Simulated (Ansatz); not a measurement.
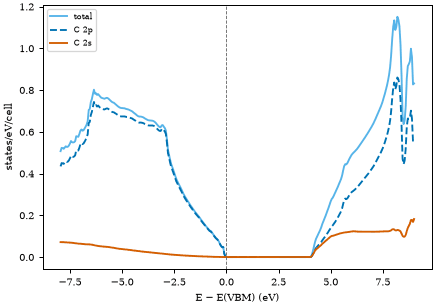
Total and projected density of states of C (diamond, Fd-3m), PBEsol (plane waves, PAW; program Ansatz)

Problem. Which orbitals carry the states next to the gap?

Solution. Top 1 eV of the valence band: C 2p 98 %. Bottom 1 eV of the conduction band: C 2p 51 %, C 2s 39 %, outside the projected shells 9 %. Projections are on Löwdin-orthogonalised atomic valence shells; empty p or d shells of many metals are not among them.

Problem. Where is the tallest occupied peak in this window, and what makes it?

Solution. Near -6.3 eV, about 0.80 states/eV per cell; the largest projected share is C 2p.

The PBEsol relaxation kept the symmetry of its start.

Potentials: the later of the program's two PAW sets.
